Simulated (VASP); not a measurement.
Band structure of YN (rock salt). Calculation: AM05 GGA, VASP's PBE PAW potentials (set 64) (plane waves; VASP).

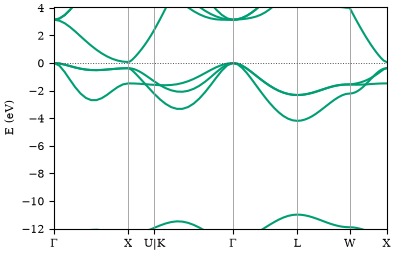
Figure: Bands along high-symmetry lines, zero at the valence-band maximum or, without a gap, the Fermi level

### Question
Read the plot: is there a gap, and where are the band edges?

### Answer
The gap is indirect, 0.08 eV, from the valence maximum at Γ to the conduction minimum at X. (Edges off the drawn lines would not show.)

The compound is YN in the rock salt structure. It was relaxed first.
